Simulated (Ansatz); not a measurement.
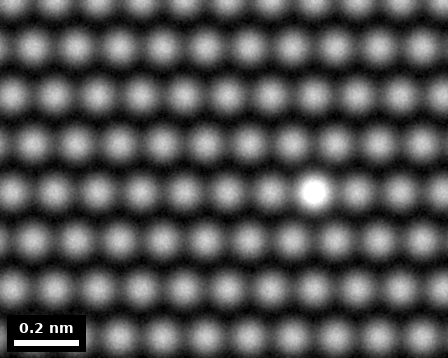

HAADF-like image of V (Im-3m, No. 229) along [210]. The image is simulated as a sum over atoms of Z^1.6, blurred by a 0.91 Å probe (no channelling). The probe carries 15 % of its weight in a tail 2.5 times as wide. The display is stretched by a gamma of 0.8; percentages refer to the linear signal. Shot noise was added.

The sample is 2 repeats (13.5 Å) thick. One point defect was put into the perfect crystal, without relaxing the atoms around it. Brightness is counted from the darkest point of the image. Host structure: the input geometry of a calculation.

Q: Where is the defect (in Å from the left and the top edge), and what does its contrast suggest?

A: At about 10 Å from the left and 6 Å from the top. The column is brighter, which points to a heavier atom. The column holds 2 atoms (V) through the sample, and one V atom is replaced by Nb, so its peak rises to about 195 % of that of its equals.
